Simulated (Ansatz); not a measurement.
## Grüneisen parameters and expansion of CdSe (F-43m)

Wanted: mode Grüneisen parameters of CdSe and a free-energy fit over volumes. The starting cell is a computed one from a database.

Calculated with Ansatz 0.2.0; DFT LDA, scalar-relativistic, plane waves, PAW.

## (1) The structure

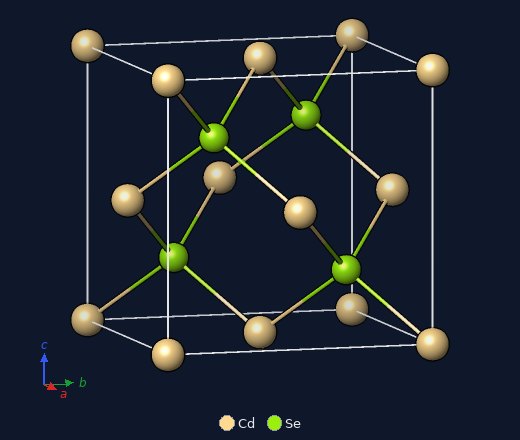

The cell as given, slightly off an axis (cadmium orange, selenium green). This picture shows the conventional cell, with its axes. Bonds to atoms that aren't drawn are left out. Some periodic images of atoms are drawn too.

## (2) Probe on a coarse mesh

Before spending time, one coarse run tells the gap and the pressure of the starting cell.

Contents of input.yaml:

```yaml
crystal:
  lattice:
    - [0.0, 3.0702711986, 3.0702711986]
    - [3.0702711986, 0.0, 3.0702711986]
    - [3.0702711986, 3.0702711986, 0.0]
  atoms:
    - { symbol: Cd, position: [0.0, 0.0, 0.0] }
    - { symbol: Se, position: [0.75, 0.75, 0.75] }
kpoints:
  mp_grid: { grid: [6, 6, 6] }
hamiltonian:
  xc: lda
scf:
  occupations: { method: gaussian, width: 0.1 }
output:
  forces: true
  stress: true
  eigenvalues: true
```

Launch:

```bash
ansatz run input.yaml --threads 4 --pin off --max-ram 8192MiB --backend cpu --events-out ev --progress --plain --runs-dir out
```

Numbers of over 12 decimals in the logs are rounded to 6 here.

Log:

```text
Engine: ansatz 0.2.0, aarch64-unknown-linux-gnu
Pseudopotentials: kind: paw
Pseudopotential: Cd, paw, valence charge 20, recommended cutoff 420 eV (normal), Cd.paw.azcp
Pseudopotential: Se, paw, valence charge 16, recommended cutoff 420 eV (normal), Se.paw.azcp
Functional definition: SPW92
  exchange = slater_x
  correlation = pw_c
Crystal: 2 atoms, lattice volume = 57.884 Å³
Basis set: ecut = 420 eV, 1139 PW (Γ)
Bands: 22, of which v1, the nominal top of the filled ones, is band 18 counted from 1 (17 counted from 0)
Symmetry: 24 space group operations
Space group: F-43m (ITA 216), of the structure as read, at distance tolerance 3.9e-5 Å
k-points: 16 of 216 (time reversal used)
Non-local potential: Cd, projectors of the file, l = 0: 3, l = 1: 2, l = 2: 2, l = 3: 1
Non-local potential: Se, projectors of the file, l = 0: 2, l = 1: 2, l = 2: 3, l = 3: 1
PAW form: soft (Blöchl's): semilocal exchange-correlation on the pseudo side does not see the compensation charge
PAW frozen core: Cd, regenerated for the run's functional, and the local potential with it (the file was generated under x = pbe(κ = 0.804, μ = 0.219515), c = pbe(β = 0.066725))
PAW frozen core: Se, regenerated for the run's functional, and the local potential with it (the file was generated under x = pbe(κ = 0.804, μ = 0.219515), c = pbe(β = 0.066725))
PAW one-centre angular grid: Cd, 590 points (default); XC on 64 Gauss nodes
PAW one-centre angular grid: Se, 590 points (default); XC on 64 Gauss nodes
Initial density: superposition of atomic densities (neutral atoms: chi_scale 0, normalization atom), corrected by the library's trained network
Initial wavefunctions: pseudopotential atomic-orbital guess
Functional: x = slater, c = lda
SCF iter   1: F=—  HF=-13502.199411 eV  |F-HF|=—  |Δ(HF+E_count)|=         —  Δρ=7.10e-3  dr2=2.36e-2  ethr=1.77e-3  ⟨swp⟩=5.4  Hψ=1480  notcnv=0
preconditioner: auto → none  [insulator: Δε(μ)=0.210 eV  Ē_g=11.811 eV  σ=0.100 eV  W_gap=0.85  n_scr=14 (ndim 8)  ℏωp=20.7 eV  f_vac=0.215  D(μ)=0.06/eV (n_scr^D=0)  ε∞_Penn≈4.1]
SCF iter   2: F=—  HF=-13502.192413 eV  |F-HF|=—  |Δ(HF+E_count)|=   7.00e-3  Δρ=2.43e-3  dr2=1.48e-3  ethr=6.56e-5  ⟨swp⟩=2.2  Hψ=718  notcnv=0
SCF iter   3: F=—  HF=-13502.192114 eV  |F-HF|=—  |Δ(HF+E_count)|=   2.98e-4  Δρ=1.11e-3  dr2=3.08e-4  ethr=4.10e-6  ⟨swp⟩=2.2  Hψ=504  notcnv=0
SCF iter   4: F=—  HF=-13502.192080 eV  |F-HF|=—  |Δ(HF+E_count)|=   3.43e-5  Δρ=2.37e-4  dr2=4.29e-5  ethr=8.56e-7  ⟨swp⟩=2.0  Hψ=481  notcnv=0
SCF iter   5: F=—  HF=-13502.192060 eV  |F-HF|=—  |Δ(HF+E_count)|=   1.99e-5  Δρ=2.45e-5  dr2=3.07e-7  ethr=1.19e-7  ⟨swp⟩=2.0  Hψ=481  notcnv=0
SCF iter   6: F=-13502.192060 eV  HF=-13502.192060 eV  |F-HF|=2.84e-9  |Δ(HF+E_count)|=   3.42e-8  Δρ=5.92e-6  dr2=1.40e-8  ethr=2.78e-10  ⟨swp⟩=5.1  Hψ=1470  notcnv=0
SCF 1 converged in 6 iterations: F = -13502.192060 eV  dr2 = 1.40e-8
  greatest PAW one-centre occupation: 1.000 electrons in one spin orbital (limit 2), on the Cd atom at site 0 (counted from 0), in its partial waves of l = 0
SCF converged after 6 iterations
Free energy (F): -13502.192060 eV
Harris-Foulkes:  -13502.192060 eV  (|F-HF|=2.84e-9)
Internal energy: -13502.191918 eV  (E = F + TS)
E sigma→0 (E₀):  -13502.191989 eV
Entropy (-TS):   -0.000141 eV (-0.071 meV/atom)
Fermi energy:    6.904791 eV
--- Per-component energies (eV) ---
  E_band       = -915.298683
  E_kinetic    = 623.589931
  E_local      = -6455.107391  (includes V_loc(G=0)·N_el)
  E_nonlocal   = -548.175795
  E_hartree    = 3055.908236
  E_xc         = -278.439576
  E_vxc        = -319.026608  (∫ρ·V_xc dr)
  E_paw        = -5774.664269  (= ΣΔE_a)
  E_vpaw       = -328.398401  (= ΣTr[D̂ρ^β])
  E_aug_tail   = -0.000633  (compensation charges beyond the density's cutoff)
  E_ewald      = -4128.286353
  E_core_change = 2.983931  (= ΣΔE_core)
  E_smearing   = -0.000141  (= −TS)
  E_closure    = -0.000000  (closes the sum)
  Σ components = -13502.192060   (vs F -13502.192060, Δ=0.00e0)
--- Forces (eV/Å), atoms counted from 1 ---
  atom   1  Cd    -0.00000000     0.00000000    -0.00000000
  atom   2  Se     0.00000000    -0.00000000     0.00000000
  max |Σ_I F_I| component: 8.79e-17 eV/Å
--- Stress (GPa, compression-positive) ---
       -3.249092      -0.000000      -0.000000
       -0.000000      -3.249092       0.000000
       -0.000000       0.000000      -3.249092
  P = ⅓ Tr σ = -3.2491 GPa (-32.491 kbar)
--- Band table (eV; the first three rows and the last of 16) ---
  k-point 0: bands = [... 14 lower, -0.7373, 6.7525, 6.7525, 6.7525, 7.0233, 12.5560, 12.5560, 12.5560]
  k-point 1: bands = [... 14 lower, -0.7382, 4.9959, 6.5504, 6.5504, 8.4070, 12.2666, 12.8694, 12.8694]
  k-point 2: bands = [... 14 lower, -0.7244, 3.2607, 6.1933, 6.1933, 8.9022, 13.0384, 13.1219, 13.1219]
  k-point 15: bands = [... 14 lower, -0.3230, 2.7845, 4.6797, 4.6965, 10.9574, 11.1585, 14.0672, 14.5541]
```

It took 1.5 s on 4 threads of Arm Neoverse V2, shared host; peak memory 0.35 GiB.

Reading the cycles: dr2 is the Hartree energy of the density residual (eV), the measure of convergence; HF is the Harris–Foulkes estimate of the energy, which meets the free energy F at convergence.

This step gave:

| Item | Value |
| --- | --- |
| pressure | -3.249 GPa |
| volume per atom | 28.94 Å³/atom |
| gap on the k-mesh | 0.2707 eV |

The start is under -3.2 GPa at this level and looks like an insulator or semiconductor on this mesh.

## (3) Relaxation

The vibrations must be taken about the equilibrium of this functional, not about the starting cell, so the structure is relaxed.

input.yaml, the sections that differ from step 2:

```yaml
kpoints:
  mp_grid: { grid: [10, 10, 10] }
scf:
  occupations: { method: gaussian, width: 0.01 }
output:
  forces: true
  stress: true
  eigenvalues: true
  write_density: true
  write_potential: true
  elf: true
  volumetric_format: npy
relax:
  adjacent_minimum: "off"
  f_tol: 0.005
  max_steps: 80
  cell: { stress_tol: 0.05 }
# crystal, hamiltonian: as in step 2
```

Log:

```text
[...]
Crystal: 2 atoms, lattice volume = 57.884 Å³
Basis set: ecut = 420 eV, 1139 PW (Γ)
Bands: 22, of which v1, the nominal top of the filled ones, is band 18 counted from 1 (17 counted from 0)
Symmetry: 24 space group operations
[...]
k-points: 47 of 1000 (time reversal used)
[...]
SCF iter   1: F=—  HF=-13502.205501 eV  |F-HF|=—  |Δ(HF+E_count)|=         —  Δρ=7.19e-3  dr2=2.47e-2  ethr=1.77e-3  ⟨swp⟩=5.9  Hψ=4491  notcnv=0
[...]
SCF iter   6: F=-13502.197809 eV  HF=-13502.197809 eV  |F-HF|=3.66e-9  |Δ(HF+E_count)|=   2.75e-8  Δρ=6.47e-6  dr2=1.75e-8  ethr=2.78e-10  ⟨swp⟩=8.0  Hψ=6840  notcnv=0
SCF 1 converged in 6 iterations: F = -13502.197809 eV  dr2 = 1.75e-8
[...]
relax step   1: F+E_penalty+E_count = -13502.19780856 eV  Δ(F+E_penalty+E_count) = +0.000e0 eV  max|allowed force component| = 9.946e-17 eV/Å  Δτ_max = 0.0000 Å  P = -3.261 GPa  Ω = 57.884 Å³  (6 SCF iters, dr2 threshold 1.00e-7 eV, accepted)
Crystal: 2 atoms, lattice volume = 52.983 Å³
Basis set: ecut = 420 eV, 1037 PW (Γ)
[...]
iter 1 solved again at ethr=9.89e-6 eV; its pass at ethr=3.10e-3 eV (dr2=3.56e-3 eV) is discarded
[...]
SCF iter   6: F=-13502.233239 eV  HF=-13502.233239 eV  |F-HF|=2.67e-9  |Δ(HF+E_count)|=   6.03e-8  Δρ=2.57e-6  dr2=2.43e-9  ethr=1.21e-10  ⟨swp⟩=8.8  Hψ=6830  notcnv=0
SCF 2 converged in 6 iterations: F = -13502.233239 eV  dr2 = 2.43e-9
relax step   2: F+E_penalty+E_count = -13502.23323866 eV  Δ(F+E_penalty+E_count) = -3.543e-2 eV  max|allowed force component| = 4.684e-17 eV/Å  Δτ_max = 0.0000 Å  P = +1.394 GPa  Ω = 52.983 Å³  energy of the carried Pulay correction = +7.466e-4 eV  (6 SCF iters, dr2 threshold 2.00e-7 eV, accepted)
Crystal: 2 atoms, lattice volume = 54.362 Å³
Basis set: ecut = 420 eV, 1067 PW (Γ)
[...]
SCF iter   4: F=-13502.238138 eV  HF=-13502.238138 eV  |F-HF|=1.75e-8  |Δ(HF+E_count)|=   5.98e-6  Δρ=1.73e-5  dr2=1.15e-7  ethr=5.56e-10  ⟨swp⟩=7.1  Hψ=7597  notcnv=0
SCF 3 converged in 4 iterations: F = -13502.238138 eV  dr2 = 1.15e-7
relax step   3: F+E_penalty+E_count = -13502.23813787 eV  Δ(F+E_penalty+E_count) = -4.899e-3 eV  max|allowed force component| = 4.799e-17 eV/Å  Δτ_max = 0.0000 Å  P = -0.167 GPa  Ω = 54.362 Å³  energy of the carried Pulay correction = +5.301e-4 eV  (4 SCF iters, dr2 threshold 2.00e-7 eV, accepted)
[...]
relax step   4: F+E_penalty+E_count = -13502.23824330 eV  Δ(F+E_penalty+E_count) = -1.054e-4 eV  max|allowed force component| = 2.949e-17 eV/Å  Δτ_max = 0.0000 Å  P = -0.007 GPa  Ω = 54.211 Å³  energy of the carried Pulay correction = +5.535e-4 eV  (4 SCF iters, dr2 threshold 6.96e-8 eV, accepted)
[...]
SCF iter   6: F=-13502.237657 eV  HF=-13502.237657 eV  |F-HF|=3.64e-12  |Δ(HF+E_count)|=  7.28e-12  Δρ=1.94e-7  dr2=5.66e-12  ethr=1.00e-12  ⟨swp⟩=5.0  Hψ=4246  notcnv=0
SCF 5 converged in 6 iterations: F = -13502.237657 eV  dr2 = 5.66e-12
relax step   5: F+E_penalty+E_count = -13502.23765682 eV  Δ(F+E_penalty+E_count) = +5.865e-4 eV  max|allowed force component| = 3.527e-17 eV/Å  Δτ_max = 0.0000 Å  P = -0.006 GPa  Ω = 54.211 Å³  stress off target by 6.04e-3 GPa  SCF on the basis re-selected at this cell (its energy is not comparable with the rows above)  (6 SCF iters)
basis re-selected at this cell: Δ(F+E_penalty+E_count) = +5.865e-4 eV, ΔP = +0.001 GPa vs the last step (what re-selecting the basis moved, of the pressure what is left beyond the Pulay correction that the steps carried, after the strain that the cell walked since its last selection, with what the two solves' SCF thresholds leave and, on support functions, any second-order correction that the steps lacked; it is no m [...]
SCF converged after 6 iterations
Free energy (F): -13502.237657 eV
[...]
Internal energy: -13502.237657 eV  (E = F + TS)
E sigma→0 (E₀):  -13502.237657 eV
Fermi energy:    7.904638 eV
[...]
--- Stress (GPa, compression-positive) ---
       -0.006038      -0.000000      -0.000000
       -0.000000      -0.006038       0.000000
       -0.000000       0.000000      -0.006038
  P = ⅓ Tr σ = -0.0060 GPa (-0.060 kbar)
--- Band table (eV; the first three rows and the last of 47) ---
  k-point 0: bands = [... 14 lower, 0.0573, 7.7022, 7.7022, 7.7022, 8.1068, 13.5126, 13.5126, 13.5126]
  k-point 1: bands = [... 14 lower, 0.0563, 6.6898, 7.6115, 7.6115, 8.9673, 13.3372, 13.6566, 13.6566]
  k-point 2: bands = [... 14 lower, 0.0566, 5.4583, 7.3902, 7.3902, 9.6752, 13.3207, 13.9501, 13.9501]
  k-point 46: bands = [... 14 lower, 0.5748, 3.4430, 5.3164, 5.3308, 12.3248, 12.5681, 14.5854, 15.3310]
--- Relaxed structure (4 steps of the walk, 4 accepted, 1 SCFs on fresh bases) ---
  F+E_penalty+E_count = -13502.23765682 eV   max|allowed force component| = 3.527e-17 eV/Å   (the final SCF, on the basis selected at the relaxed cell)
  cell:  # Å, volume = 54.2109 Å³
    - [0, 3.003900, 3.003900]
    - [3.003900, 0, 3.003900]
    - [3.003900, 3.003900, 0]
  atoms:
    - { symbol: Cd, position: [0, 0, 0] }
    - { symbol: Se, position: [0.75, 0.75, 0.75] }
```

Wall time 7 s (4 threads); peak memory 0.44 GiB.

The steps of the relaxation:

| step | energy less that of the first step (eV) | largest force component (eV/Å) | pressure (GPa) | volume (Å³) |
| --- | --- | --- | --- | --- |
| 1 | 0.0000 | 0.0000 | -3.26 | 57.88 |
| 2 | -0.0354 | 0.0000 | 1.39 | 52.98 |
| 3 | -0.0403 | 0.0000 | -0.17 | 54.36 |
| 4 | -0.0404 | 0.0000 | -0.01 | 54.21 |
| 5* | -0.0398 | 0.0000 | -0.01 | 54.21 |

Relaxation steps marked * repeat the geometry before them on a plane-wave basis chosen anew for their cell, so energy and pressure can jump there.

Forces are held to the 24 operations that the run works with; a distortion that breaks them can't arise in this run.

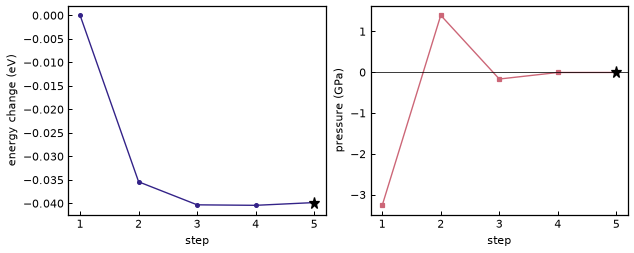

Energy and pressure along the relaxation. Stars mark steps on a basis chosen anew.

| conventional cell, symmetrised | before | after | change |
| --- | --- | --- | --- |
| a (Å) | 6.141 | 6.008 | -2.2 % |
| b (Å) | 6.141 | 6.008 | -2.2 % |
| c (Å) | 6.141 | 6.008 | -2.2 % |
| volume (Å³/atom) | 28.94 | 27.11 | -6.3 % |

The relaxed structure:

```cif
data_structure
_symmetry_space_group_name_H-M 'P 1'
_symmetry_Int_Tables_number 1
_cell_length_a 4.2482
_cell_length_b 4.2482
_cell_length_c 4.2482
_cell_angle_alpha 60.000
_cell_angle_beta 60.000
_cell_angle_gamma 60.000
_cell_volume 54.21
loop_
_atom_site_label
_atom_site_type_symbol
_atom_site_fract_x
_atom_site_fract_y
_atom_site_fract_z
_atom_site_occupancy
Cd1 Cd 0.00000 0.00000 0.00000 1
Se2 Se 0.75000 0.75000 0.75000 1
```

Numbers from this step:

```yaml
pressure: -0.006038 GPa
gap_on_the_k_mesh: 0.4047 eV
volume_per_atom: 27.11 Å³/atom
```

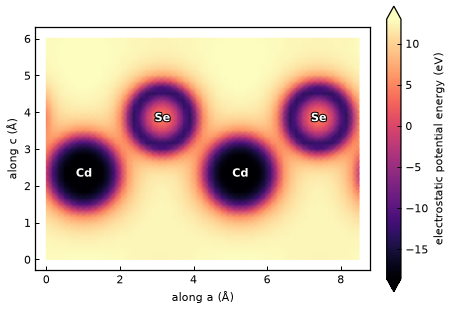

Electrostatic potential energy in the ac plane of a cell with a along [110], b along [-110] and c along [001] of the cube at fractional y = 0.000, with atoms of Cd and Se within 0.2 Å of it. With pseudopotentials it is smooth inside the atoms' cores, unlike the true potential. The map starts off the cell's origin, so that atoms lie inside it.

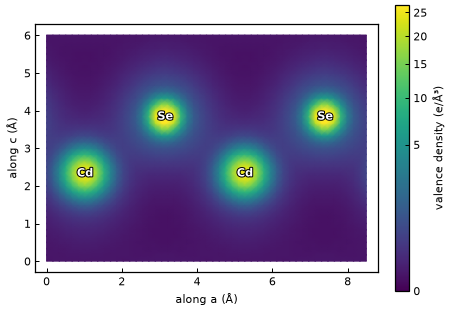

Valence density in the ac plane of a cell with a along [110], b along [-110] and c along [001] of the cube at fractional y = 0.000, with atoms of Cd and Se within 0.2 Å of it. It is the smooth field of the valence electrons, not physical close to the nuclei. The map starts off the cell's origin, so that atoms lie inside it. The colour scale is stretched toward low values.

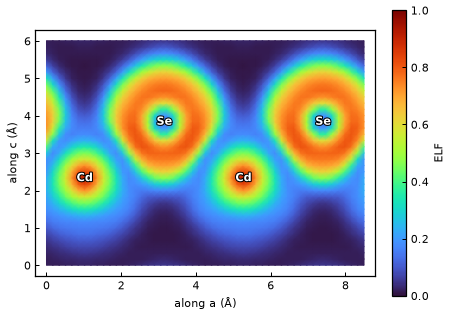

ELF in the ac plane of a cell with a along [110], b along [-110] and c along [001] of the cube at fractional y = 0.000, with atoms of Cd and Se within 0.2 Å of it. It is the smooth field of the valence electrons, not physical close to the nuclei. The map starts off the cell's origin, so that atoms lie inside it.

The relaxation ends with a pressure of -0.01 GPa.

## (4) Relaxing to small residual forces and stress

The thresholds are tightened for a last relaxation ahead of the phonons, and where mesh or smearing change with them the cell follows.

Contents of input.yaml:

```yaml
crystal:
  lattice:
    - [0.0, 3.0039002144, 3.0039002144]
    - [3.0039002144, 0.0, 3.0039002144]
    - [3.0039002144, 3.0039002144, 0.0]
  atoms:
    - { symbol: Cd, position: [0.0, 0.0, 0.0] }
    - { symbol: Se, position: [0.75, 0.75, 0.75] }
kpoints:
  mp_grid: { grid: [12, 12, 12] }
hamiltonian:
  xc: lda
scf:
  occupations: { method: fixed }
output:
  forces: true
  stress: true
  eigenvalues: true
relax:
  adjacent_minimum: "off"
  f_tol: 0.001
  max_steps: 60
  cell: { stress_tol: 0.01 }
```

Log:

```text
[...]
Crystal: 2 atoms, lattice volume = 54.211 Å³
Basis set: ecut = 420 eV, 1067 PW (Γ)
Bands: 22, of which v1, the nominal top of the filled ones, is band 18 counted from 1 (17 counted from 0)
Symmetry: 24 space group operations
[...]
k-points: 72 of 1728 (time reversal used)
[...]
k-point 71: bands = [... 14 lower, 0.5880, 3.4520, 5.2805, 5.2939, 12.7600, 12.7627, 14.0547, 15.1249]
--- Relaxed structure (1 steps of the walk, 1 accepted, 1 SCFs on fresh bases) ---
[...]
cell:  # Å, volume = 54.2109 Å³
    - [0.0, 3.0039002144, 3.0039002144]
    - [3.0039002144, 0.0, 3.0039002144]
    - [3.0039002144, 3.0039002144, 0.0]
  atoms:
    - { symbol: Cd, position: [0.0, 0.0, 0.0] }
    - { symbol: Se, position: [0.750000, 0.750000, 0.750000] }
[key lines of the parts left out:]
SCF converged after 6 iterations
Free energy (F): -13502.237873 eV
Fermi energy:    7.701905 eV
P = ⅓ Tr σ = -0.0056 GPa (-0.056 kbar)
```

The job ended after 4 s (4 threads; peak memory 0.46 GiB).

Little changed from the start: no atom moved by 0.005 Å and no cell edge by 0.1 %.

Numbers from this step:

```yaml
pressure: -0.005572 GPa
gap_on_the_k_mesh: 0.4049 eV
```

The residual pressure is -0.0056 GPa, small enough for phonons.

(Continued in part 2 of 3.)

[Logs are printed without paths, hosts, clocks, repeated set-up lines and the standing remarks that a program may print on its own settings, such as how far it seeks lower states.]

[Hosts, paths, dates, database ids (printed as entryN), source tags and the programs' standing remarks are cut or masked in the printed files.]

[A step with changed settings may run another functional than the one named; its input shows which.]

[Of the runs on displaced cells, only some may be shown.]
